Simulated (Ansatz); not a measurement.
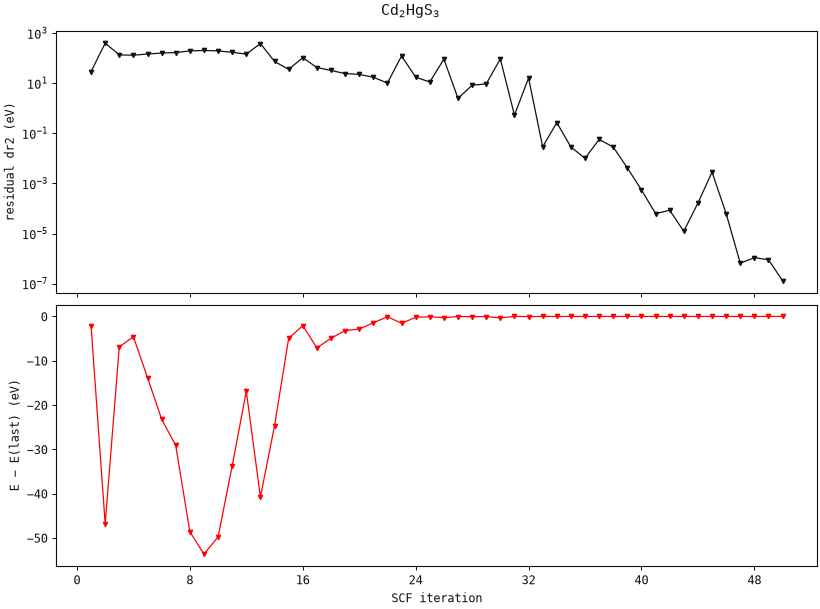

The plot shows the SCF iterations of a calculation: density residual dr2, Harris–Foulkes energy less its last value. The starting density is a sum of atomic densities corrected by a trained network.

Cd$_{2}$HgS$_{3}$ (6 atoms in the cell), run with Ansatz.

```
crystal:
  lattice:
    - [6.84681346, -3.88403153, 0.0]
    - [6.84681346, 3.88403153, 0.0]
    - [-2.097119, 0.0, 18.31517755]
  atoms:
    - { symbol: Cd, position: [0.998882, 0.594371, 0.163169] }
    - { symbol: Cd, position: [0.405629, 0.001118, 0.836831] }
    - { symbol: Hg, position: [0.691995, 0.308005, 0.5] }
    - { symbol: S, position: [0.484004, 0.515996, 0.0] }
    - { symbol: S, position: [0.958824, 0.539335, 0.681538] }
    - { symbol: S, position: [0.460665, 0.041176, 0.318462] }
basis:
  ecutwfc: 500
kpoints:
  mp_grid: { grid: [8, 8, 4] }
hamiltonian:
  xc: r2scan
scf:
  occupations: { method: gaussian, width: 0.02 }
  max_iter: 75
output:
  forces: true
  eigenvalues: true
  stress: true
```

Run as:
```bash
ansatz run input.yaml --threads 4 --pin off --max-ram 8192MiB --backend cpu --events-out ev --progress --plain --runs-dir out
```

> Was self-consistency reached?

It was still iterating, at step 50, when the time limit ended it. The residual first shoots up to about 400 at step 2. It then comes down slowly and unevenly, and has reached only 1.3 × 10⁻⁷ when the run stops.

> What is the residual at the start and at the end?

It starts near 30 and ends near 10⁻⁷ eV.

> What lies behind the failure?

The input holds a fault, a lattice typed in bohr: crystal.lattice changed. The plot doesn't show it to be the cause; the time allowed was short.
